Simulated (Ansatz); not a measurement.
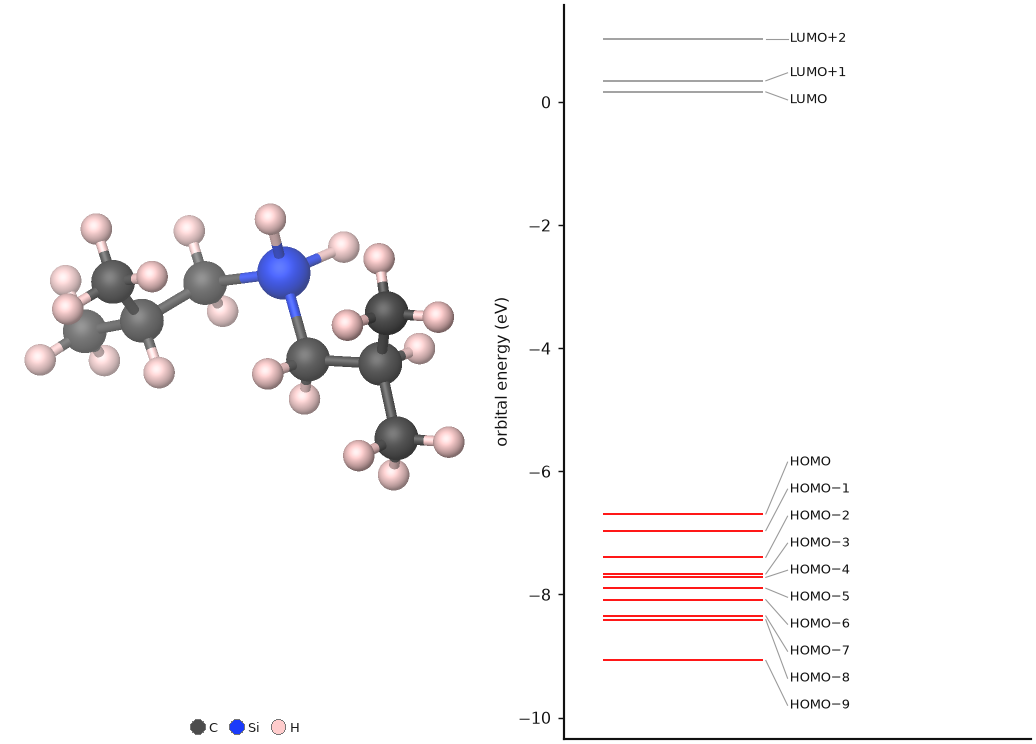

C₈H₂₀Si, SMILES CC(C)C[SiH2]CC(C)C. Kohn-Sham orbital energies near the frontier, revPBE/def2-TZVPP in the Ansatz code 0.2.0, at a PBE0-D4/def2-TZVP geometry (no frequency check), isolated molecule; empty levels in grey, levels within 0.03 eV side by side.

Where do the frontier orbitals lie?

HOMO at −6.69 eV, LUMO at 0.17 eV, 6.86 eV apart.

How far below the HOMO does the next level lie?

0.27 eV.

List the levels.

| orbital | energy (eV) |
| --- | --- |
| LUMO+2 | 1.03 |
| LUMO+1 | 0.35 |
| LUMO | 0.17 |
| HOMO | −6.69 |
| HOMO−1 | −6.96 |
| HOMO−2 | −7.40 |
| HOMO−3 | −7.67 |
| HOMO−4 | −7.72 |
| HOMO−5 | −7.90 |
| HOMO−6 | −8.09 |
| HOMO−7 | −8.35 |
| HOMO−8 | −8.41 |
| HOMO−9 | −9.07 |

Known limits of this run: one conformer of a flexible molecule; empty levels above zero depend strongly on the basis.
